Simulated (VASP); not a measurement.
# A VASP study of Ni3Sn4 (LDA): structure first, properties next, part 4 of 5

Aim: relax Ni3Sn4, then compute properties on the relaxed cell. The start is a cell from a database of measured crystal structures.

VASP 6.6.1; LDA, spin-polarised from a ferromagnetic start; plane waves and PAW (Ni, Sn_d).

Still holding for the runs below: The k-mesh is coarse for a metal.

So far. Step 5 (Bands along the symmetry lines (LDA)): There is no gap at this level. Step 6 (Total and projected DOS (LDA)): The finer mesh and the other smearing move the Fermi level by +0.02 eV from the 5×4×5 run, a small shift, which tests the Fermi level alone. Of the states within 0.3 eV of the Fermi level, the largest shares in the PAW spheres are Ni d 43 %, Sn p 20 % and Ni p 7 %. The rest lies in smaller channels or between the spheres.

## Step 7: Volume scan with LDA, volume scale 0.94

An equation of state needs energies on both sides of the minimum, all on one mesh and cutoff.

The input, INCAR:

```
SYSTEM = Ni3Sn4
PREC = Accurate
ENCUT = 400
EDIFF = 1E-06
NELM = 100
ISMEAR = 1
SIGMA = 0.2
LREAL = .FALSE.
ALGO = Normal
GGA = CA
NBANDS = 58
ISPIN = 2
MAGMOM = 1 1 1 0 0 0 0
LASPH = .TRUE.
LMAXMIX = 4
LORBIT = 11
LWAVE = .FALSE.
LCHARG = .FALSE.
KPAR = 4
ISIF = 2
```

The input, POSCAR:

```
Ni3Sn4
1.0
    0.0000000000      3.9161313046      0.0000000000
   -1.3170730932      0.0000000000      4.8650201427
    5.8697749680     -1.9580656523     -0.0226915268
Ni Sn
3 4
Direct
    0.0000000000      0.0000000000      0.0000000000
    0.2155004518      0.3361600603      0.4310009037
    0.7844995482      0.6638399397      0.5689990963
    0.1712789825      0.8115491995      0.3425579650
    0.8287210175      0.1884508005      0.6574420350
    0.4278773484      0.6861292510      0.8557546968
    0.5721226516      0.3138707490      0.1442453032
```

The input, KPOINTS:

```
Automatic mesh
0
Gamma
5 4 5
0 0 0
```

The projector-augmented-wave data sets are Ni and Sn_d (LDA family, release 64).

Started as:

```
$ mpirun -np 4 vasp_std
```

The program printed:

```text
[... set-up lines as in an earlier step ...]
 entering main loop
       N       E                     dE             d eps       ncg     rms          rms(c)
DAV:   1     0.839756173634E+03    0.83976E+03   -0.31954E+04  8064   0.215E+03
DAV:   2     0.104078147850E+03   -0.73568E+03   -0.70727E+03  7656   0.561E+02
DAV:   3    -0.340988456645E+02   -0.13818E+03   -0.13448E+03  7928   0.211E+02
DAV:   4    -0.417371623129E+02   -0.76383E+01   -0.75917E+01  8782   0.573E+01
DAV:   5    -0.419477103919E+02   -0.21055E+00   -0.21048E+00 10312   0.891E+00    0.188E+01
DAV:   6    -0.456293787130E+02   -0.36817E+01   -0.35485E+01  9348   0.625E+01    0.213E+01
DAV:   7    -0.396060365401E+02    0.60233E+01   -0.14318E+01  8768   0.469E+01    0.401E+00
DAV:   8    -0.396289291347E+02   -0.22893E-01   -0.16099E+00  9454   0.101E+01    0.362E+00
DAV:   9    -0.396180752043E+02    0.10854E-01   -0.76346E-01  8490   0.136E+01    0.315E+00
DAV:  10    -0.395212799490E+02    0.96795E-01   -0.29202E-01  8860   0.872E+00    0.522E-01
DAV:  11    -0.395230072186E+02   -0.17273E-02   -0.41277E-02  8886   0.124E+00    0.272E-01
DAV:  12    -0.395221210765E+02    0.88614E-03   -0.38858E-03 11858   0.609E-01    0.160E-01
DAV:  13    -0.395219414100E+02    0.17967E-03   -0.67432E-04  9408   0.195E-01    0.913E-02
DAV:  14    -0.395218880480E+02    0.53362E-04   -0.11869E-04  9950   0.112E-01    0.353E-02
DAV:  15    -0.395218886497E+02   -0.60160E-06   -0.23533E-05  8286   0.489E-02    0.104E-02
DAV:  16    -0.395218878296E+02    0.82006E-06   -0.28912E-06  6488   0.194E-02
   1 F= -.39521888E+02 E0= -.39518713E+02  d E =-.952328E-02  mag=     0.0001
```

Elapsed: 40 s, on 4 MPI ranks of Intel Xeon 6975P-C (Granite Rapids), shared host; peak memory 1.2 GiB.

Parts of OUTCAR (step 7):

```text
   ENCUT  =  400.0 eV  29.40 Ry    5.42 a.u.   6.39  8.22 10.09*2*pi/ulx,y,z

   NELECT =      86.0000    total number of electrons

 E-fermi :  11.1360

 spin component 1
 k-point     1 :       0.0000    0.0000    0.0000
  band No.  band energies     occupation
    ...
     39       9.5105      1.00000
     40       9.6862      1.00000
     41      10.2131      1.00000
     42      10.7978      1.01894
     43      10.8643      1.03317
     44      11.6906     -0.00031
     45      12.2768     -0.00000
     46      13.3490     -0.00000
     47      15.7383      0.00000
     48      15.7477      0.00000
    ...

 k-point     2 :       0.2000    0.0000   -0.0000
  band No.  band energies     occupation
    ...
     40       9.5864      1.00000
     41       9.9620      1.00000
     42      10.1669      1.00000
     43      10.3120      1.00000
     44      10.9840      0.97918
     45      13.1562     -0.00000
     46      13.5705     -0.00000
     47      14.5086     -0.00000
     48      15.3968      0.00000
     49      15.9709      0.00000
    ...

  Total        6.4674500      6.3382951      6.3574774      0.0000000      0.0000000     -0.4094654
  in kB       92.7545197     90.9022131     91.1773202      0.0000000      0.0000000     -5.8724481
  external PRESSURE =      91.6113510 kB  Pullay stress =       0.0000000 kB

 POSITION                                       TOTAL-FORCE (eV/Angst)
 -----------------------------------------------------------------------------------
      0.00000      0.00000      0.00000        -0.000000      0.000000     -0.000000
      2.08713     -0.00000      1.62565         0.016782      0.000000     -0.036089
      2.46557      1.95807      3.21668        -0.016782     -0.000000      0.036089
      0.94187      0.00000      3.94043        -0.068630      0.000000     -0.081685
      3.61083      1.95807      0.90190         0.068630     -0.000000      0.081685
      4.11941      0.00000      3.31861         0.144930      0.000000     -0.046065
      0.43330      1.95807      1.52371        -0.144930     -0.000000      0.046065
 -----------------------------------------------------------------------------------
    total drift:                                0.000000      0.000000      0.000000

  FREE ENERGIE OF THE ION-ELECTRON SYSTEM (eV)
  ---------------------------------------------------
  free  energy   TOTEN  =       -39.5218878296 eV

  energy  without entropy=      -39.5123645543  energy(sigma->0) =      -39.51871340

[... 3 parts as in an earlier step ...]

[... 19 further parts left out ...]
```

The scan keeps the cell's shape and the fractional positions fixed.

This step gave:

```yaml
scf_cycles: 16
bands: 58
irreducible_k_points: 33
free_energy_toten: -39.52 eV
energy_at_zero_smearing: -39.52 eV
fermi_energy: 11.14 eV
pressure: 9.161 GPa
```

Force by atom:

```tsv
atom	x (eV/Å)	y (eV/Å)	z (eV/Å)	size
Ni1	0.000	0.000	0.000	0.000
Ni2	0.017	0.000	-0.036	0.040
Ni3	-0.017	0.000	0.036	0.040
Sn4	-0.069	0.000	-0.082	0.107
Sn5	0.069	0.000	0.082	0.107
Sn6	0.145	0.000	-0.046	0.152
Sn7	-0.145	0.000	0.046	0.152
```

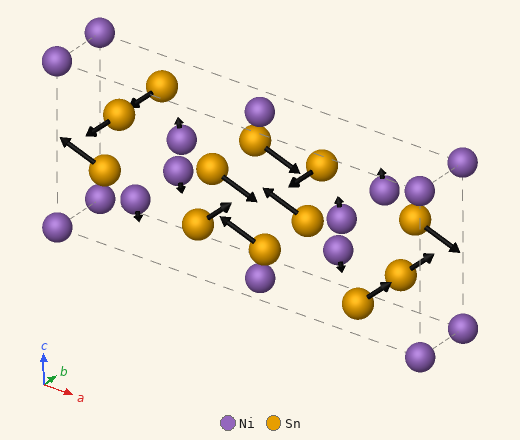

Force as arrows, the longest 0.152 eV/Å. Some periodic images of atoms are drawn too.

The pressure here is 9.16 GPa.

## Step 8: Volume scan with LDA, volume scale 0.96

INCAR is that of step 7.

POSCAR, as its differences from that of step 7:

```diff
@@ -2,5 +2,5 @@
 1.0
-    0.0000000000      3.9161313046      0.0000000000
-   -1.3170730932      0.0000000000      4.8650201427
-    5.8697749680     -1.9580656523     -0.0226915268
+    0.0000000000      3.9437106027      0.0000000000
+   -1.3263485615      0.0000000000      4.8992819767
+    5.9111127734     -1.9718553013     -0.0228513316
 Ni Sn
```

KPOINTS is that of step 7.

Started as:

```
$ mpirun -np 4 vasp_std
```

The program printed:

```text
[... set-up lines as in an earlier step ...]
 entering main loop
       N       E                     dE             d eps       ncg     rms          rms(c)
DAV:   1     0.830257431829E+03    0.83026E+03   -0.31979E+04  7906   0.214E+03
DAV:   2     0.100157464518E+03   -0.73010E+03   -0.70281E+03  7656   0.552E+02
DAV:   3    -0.345238106023E+02   -0.13468E+03   -0.13106E+03  7908   0.209E+02
DAV:   4    -0.418555437974E+02   -0.73317E+01   -0.72810E+01  8808   0.562E+01
DAV:   5    -0.420596879956E+02   -0.20414E+00   -0.20408E+00 10330   0.870E+00    0.185E+01
DAV:   6    -0.461255201423E+02   -0.40658E+01   -0.36923E+01  9296   0.634E+01    0.220E+01
DAV:   7    -0.397145557807E+02    0.64110E+01   -0.14749E+01  8768   0.471E+01    0.383E+00
DAV:   8    -0.397443504601E+02   -0.29795E-01   -0.17129E+00  9532   0.102E+01    0.367E+00
DAV:   9    -0.397366384112E+02    0.77120E-02   -0.78681E-01  8496   0.135E+01    0.327E+00
DAV:  10    -0.396354259946E+02    0.10121E+00   -0.31545E-01  8688   0.905E+00    0.543E-01
DAV:  11    -0.396370830749E+02   -0.16571E-02   -0.41942E-02  8742   0.126E+00    0.277E-01
DAV:  12    -0.396361523611E+02    0.93071E-03   -0.35667E-03 12136   0.579E-01    0.156E-01
DAV:  13    -0.396359881505E+02    0.16421E-03   -0.62992E-04  9030   0.182E-01    0.924E-02
DAV:  14    -0.396359317149E+02    0.56436E-04   -0.11748E-04  9944   0.116E-01    0.365E-02
DAV:  15    -0.396359335727E+02   -0.18578E-05   -0.23048E-05  8196   0.406E-02    0.118E-02
DAV:  16    -0.396359327637E+02    0.80904E-06   -0.20304E-06  6106   0.147E-02
   1 F= -.39635933E+02 E0= -.39632672E+02  d E =-.978368E-02  mag=     0.0001
```

Elapsed: 40 s, on 4 MPI ranks; peak memory 1.2 GiB.

Parts of OUTCAR (step 8):

```text
   ENCUT  =  400.0 eV  29.40 Ry    5.42 a.u.   6.43  8.28 10.16*2*pi/ulx,y,z

   NELECT =      86.0000    total number of electrons

 E-fermi :  10.8027

 spin component 1
 k-point     1 :       0.0000    0.0000    0.0000
  band No.  band energies     occupation
    ...
     39       9.2225      1.00000
     40       9.3952      1.00000
     41       9.9095      1.00000
     42      10.4712      1.02042
     43      10.5489      1.03517
     44      11.3619     -0.00028
     45      11.8769     -0.00000
     46      12.9408     -0.00000
     47      15.3506      0.00000
     48      15.3534      0.00000
    ...

 k-point     2 :       0.2000    0.0000   -0.0000
  band No.  band energies     occupation
    ...
     40       9.2947      1.00000
     41       9.6663      1.00000
     42       9.8656      1.00000
     43      10.0093      1.00000
     44      10.6549      0.97280
     45      12.7539     -0.00000
     46      13.1633     -0.00000
     47      14.1061     -0.00000
     48      14.9914      0.00000
     49      15.5466      0.00000
    ...

  Total        4.1427833      4.0642240      4.0793949      0.0000000      0.0000000     -0.2617689
  in kB       58.1769349     57.0737306     57.2867742      0.0000000      0.0000000     -3.6760103
  external PRESSURE =      57.5124799 kB  Pullay stress =       0.0000000 kB

 POSITION                                       TOTAL-FORCE (eV/Angst)
 -----------------------------------------------------------------------------------
      0.00000      0.00000      0.00000         0.000000      0.000000      0.000000
      2.10183     -0.00000      1.63709         0.013137      0.000000     -0.022875
      2.48293      1.97186      3.23934        -0.013137     -0.000000      0.022875
      0.94850      0.00000      3.96818        -0.043988     -0.000000     -0.051446
      3.63626      1.97186      0.90825         0.043988      0.000000      0.051446
      4.14842      0.00000      3.34199         0.090723      0.000000     -0.028071
      0.43635      1.97186      1.53445        -0.090723     -0.000000      0.028071
 -----------------------------------------------------------------------------------
    total drift:                                0.000000     -0.000000      0.000000

  FREE ENERGIE OF THE ION-ELECTRON SYSTEM (eV)
  ---------------------------------------------------
  free  energy   TOTEN  =       -39.6359327637 eV

  energy  without entropy=      -39.6261490819  energy(sigma->0) =      -39.63267154

 magnetization (x)
# of ion       s       p       d       tot
------------------------------------------
    1        0.000  -0.000  -0.000  -0.000
    2        0.000  -0.000  -0.000  -0.000
    3        0.000  -0.000  -0.000  -0.000
    4       -0.000  -0.000  -0.000  -0.000
    5       -0.000  -0.000  -0.000  -0.000
    6       -0.000  -0.000  -0.000  -0.000
    7       -0.000  -0.000  -0.000  -0.000
--------------------------------------------------
tot         -0.000  -0.000  -0.000  -0.000

[... 3 parts as in an earlier step ...]

[... 17 further parts left out ...]
```

Numbers from this step:

| Quantity | Value |
| --- | --- |
| free energy (TOTEN) | -39.64 eV |
| energy at zero smearing | -39.63 eV |
| Fermi energy | 10.80 eV |
| pressure | 5.751 GPa |

Force by atom:

```tsv
atom	x (eV/Å)	y (eV/Å)	z (eV/Å)	size
Ni1	0.0000	0.0000	0.0000	0.0000
Ni2	0.0131	0.0000	-0.0229	0.0264
Ni3	-0.0131	0.0000	0.0229	0.0264
Sn4	-0.0440	0.0000	-0.0514	0.0677
Sn5	0.0440	0.0000	0.0514	0.0677
Sn6	0.0907	0.0000	-0.0281	0.0950
Sn7	-0.0907	0.0000	0.0281	0.0950
```

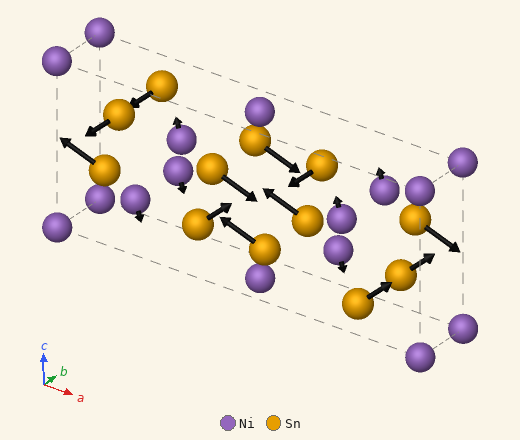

Force as arrows, the longest 0.0950 eV/Å. Some periodic images of atoms are drawn too.

The pressure falls from 9.16 to 5.75 GPa.

## Step 9: Volume scan with LDA, volume scale 0.98

INCAR is that of step 8.

POSCAR, as its differences from that of step 8:

```diff
@@ -2,5 +2,5 @@
 1.0
-    0.0000000000      3.9437106027      0.0000000000
-   -1.3263485615      0.0000000000      4.8992819767
-    5.9111127734     -1.9718553013     -0.0228513316
+    0.0000000000      3.9709094663      0.0000000000
+   -1.3354960820      0.0000000000      4.9330711960
+    5.9518803566     -1.9854547332     -0.0230089319
 Ni Sn
```

KPOINTS is that of step 8.

Started as:

```
$ mpirun -np 4 vasp_std
```

The program printed:

```text
[... set-up lines as in an earlier step ...]
 entering main loop
       N       E                     dE             d eps       ncg     rms          rms(c)
DAV:   1     0.837519695878E+03    0.83752E+03   -0.31984E+04  7954   0.212E+03
DAV:   2     0.102881800715E+03   -0.73464E+03   -0.70702E+03  7656   0.558E+02
DAV:   3    -0.342675152812E+02   -0.13715E+03   -0.13330E+03  7884   0.209E+02
DAV:   4    -0.419074855653E+02   -0.76400E+01   -0.75846E+01  8750   0.568E+01
[...]
DAV:  15    -0.397019335108E+02   -0.28030E-05   -0.23757E-05  8742   0.367E-02    0.146E-02
DAV:  16    -0.397019324888E+02    0.10219E-05   -0.16441E-06  5720   0.137E-02    0.763E-03
DAV:  17    -0.397019322996E+02    0.18918E-06   -0.10032E-06  4358   0.985E-03
   1 F= -.39701932E+02 E0= -.39698638E+02  d E =-.988288E-02  mag=     0.0001
```

The job ended after 43 s (4 MPI ranks; peak memory 1.3 GiB; 2.8 min of CPU time).

OUTCAR, selected parts (step 9):

```text
  Total        2.0134614      1.9774305      1.9909859     -0.0000000     -0.0000000     -0.1274456
  in kB       27.6979160     27.2022618     27.3887339     -0.0000000     -0.0000000     -1.7531890
  external PRESSURE =      27.4296372 kB  Pullay stress =       0.0000000 kB

 POSITION                                       TOTAL-FORCE (eV/Angst)
 -----------------------------------------------------------------------------------
      0.00000      0.00000      0.00000         0.000000      0.000000      0.000000
      2.11633     -0.00000      1.64838         0.009858     -0.000000     -0.011375
      2.50006      1.98545      3.26168        -0.009858      0.000000      0.011375
      0.95504     -0.00000      3.99555        -0.021499      0.000000     -0.024099
      3.66134      1.98545      0.91451         0.021499     -0.000000      0.024099
      4.17703     -0.00000      3.36503         0.040396     -0.000000     -0.011535
      0.43936      1.98545      1.54503        -0.040396      0.000000      0.011535
 -----------------------------------------------------------------------------------
    total drift:                                0.000000      0.000000      0.000000

  FREE ENERGIE OF THE ION-ELECTRON SYSTEM (eV)
  ---------------------------------------------------
  free  energy   TOTEN  =       -39.7019322996 eV

  energy  without entropy=      -39.6920494246  energy(sigma->0) =      -39.69863801

[... 2 parts as in an earlier step ...]

[... 2 further parts left out ...]
[key lines of the parts left out:]
E-fermi :  10.4836
```

The pressure falls from 5.75 to 2.74 GPa.

The run ends at a pressure of 2.74 GPa, with forces up to 0.042 eV/Å.

## Step 10: Volume scan with LDA, volume scale 1

INCAR is that of step 9.

POSCAR, as its differences from that of step 9:

```diff
@@ -2,5 +2,5 @@
 1.0
-    0.0000000000      3.9709094663      0.0000000000
-   -1.3354960820      0.0000000000      4.9330711960
-    5.9518803566     -1.9854547332     -0.0230089319
+    0.0000000000      3.9977407496      0.0000000000
+   -1.3445199779      0.0000000000      4.9664037693
+    5.9920969844     -1.9988703748     -0.0231644024
 Ni Sn
```

KPOINTS is that of step 9.

Started as:

```
$ mpirun -np 4 vasp_std
```

The program printed:

```text
[... set-up lines as in an earlier step ...]
 entering main loop
       N       E                     dE             d eps       ncg     rms          rms(c)
[... 17 cycles as in an earlier step ...]
   1 F= -.39725088E+02 E0= -.39721815E+02  d E =-.981720E-02  mag=     0.0001
```

It took 45 s on 4 MPI ranks; peak memory 1.3 GiB; 2.9 min of CPU time.

OUTCAR, selected parts (step 10):

```text
[... 7 parts as in an earlier step ...]

[... 1 further part left out ...]
[key lines of the parts left out:]
E-fermi :  10.1776
```

The pressure falls from 2.74 to 0.04 GPa.

The run ends at a pressure of 0.04 GPa, with forces up to 0.0076 eV/Å.

## Step 11: Volume scan with LDA, volume scale 1.02

INCAR is that of step 10.

POSCAR, as its differences from that of step 10:

```diff
@@ -2,5 +2,5 @@
 1.0
-    0.0000000000      3.9977407496      0.0000000000
-   -1.3445199779      0.0000000000      4.9664037693
-    5.9920969844     -1.9988703748     -0.0231644024
+    0.0000000000      4.0242166255      0.0000000000
+   -1.3534243432      0.0000000000      4.9992948190
+    6.0317809024     -2.0121083127     -0.0233178135
 Ni Sn
```

KPOINTS is that of step 10.

Started as:

```
$ mpirun -np 4 vasp_std
```

The program printed:

```text
[... set-up lines as in an earlier step ...]
 entering main loop
       N       E                     dE             d eps       ncg     rms          rms(c)
DAV:   1     0.831904208873E+03    0.83190E+03   -0.32211E+04  7954   0.210E+03
DAV:   2     0.101411213615E+03   -0.73049E+03   -0.70326E+03  7656   0.552E+02
DAV:   3    -0.343682171142E+02   -0.13578E+03   -0.13198E+03  7976   0.208E+02
DAV:   4    -0.419060747503E+02   -0.75379E+01   -0.74889E+01  8730   0.560E+01
[...]
DAV:  15    -0.397103490741E+02   -0.25335E-05   -0.18665E-05  8816   0.272E-02    0.164E-02
DAV:  16    -0.397103479128E+02    0.11613E-05   -0.21397E-06  5880   0.155E-02    0.745E-03
DAV:  17    -0.397103477162E+02    0.19661E-06   -0.10219E-06  4460   0.803E-03
   1 F= -.39710348E+02 E0= -.39707149E+02  d E =-.959471E-02  mag=     0.0001
```

Run time: 45 s. Hardware: 4 MPI ranks; peak memory 1.3 GiB.

OUTCAR, selected parts (step 11):

```text
  Total       -1.8178284     -1.7914851     -1.7678571     -0.0000000     -0.0000000      0.1084578
  in kB      -24.0260601    -23.6778842    -23.3655945     -0.0000000     -0.0000000      1.4334760
  external PRESSURE =     -23.6898463 kB  Pullay stress =       0.0000000 kB

 POSITION                                       TOTAL-FORCE (eV/Angst)
 -----------------------------------------------------------------------------------
      0.00000      0.00000      0.00000         0.000000      0.000000     -0.000000
      2.14474     -0.00000      1.67051         0.005786      0.000000      0.007188
      2.53362      2.01211      3.30546        -0.005786     -0.000000     -0.007188
      0.96786      0.00000      4.04919         0.018244      0.000000      0.023173
      3.71049      2.01211      0.92679        -0.018244     -0.000000     -0.023173
      4.23310      0.00000      3.41021        -0.049443     -0.000000      0.019145
      0.44526      2.01211      1.56577         0.049443      0.000000     -0.019145
 -----------------------------------------------------------------------------------
    total drift:                                0.000000     -0.000000      0.000000

  FREE ENERGIE OF THE ION-ELECTRON SYSTEM (eV)
  ---------------------------------------------------
  free  energy   TOTEN  =       -39.7103477162 eV

  energy  without entropy=      -39.7007530107  energy(sigma->0) =      -39.70714948

 magnetization (x)
# of ion       s       p       d       tot
------------------------------------------
    1        0.000   0.000  -0.000   0.000
    2        0.000  -0.000   0.000   0.000
    3        0.000  -0.000   0.000   0.000
    4       -0.000  -0.000  -0.000  -0.000
    5       -0.000  -0.000  -0.000  -0.000
    6       -0.000  -0.000  -0.000  -0.000
    7       -0.000  -0.000  -0.000  -0.000
--------------------------------------------------
tot         -0.000  -0.000  -0.000  -0.000

[... 1 part as in an earlier step ...]

[... 2 further parts left out ...]
[key lines of the parts left out:]
E-fermi :   9.8841
```

The pressure falls from 0.04 to -2.37 GPa.

The run ends at a pressure of -2.37 GPa, with forces up to 0.053 eV/Å.

(Continued in part 5 of 5.)

[Lines on the potential files, build, host, timing and source positions are cut from VASP's logs without a mark.]

[Logs are printed without paths, hosts, clocks, repeated set-up lines and the standing remarks that a program may print on its own settings, such as how far it seeks lower states.]

[Hosts, paths, dates, database ids (printed as entryN), source tags and the programs' standing remarks are cut or masked in the printed files.]

[A measured line is paired with the nearest computed mode of its activity, which favours agreement.]
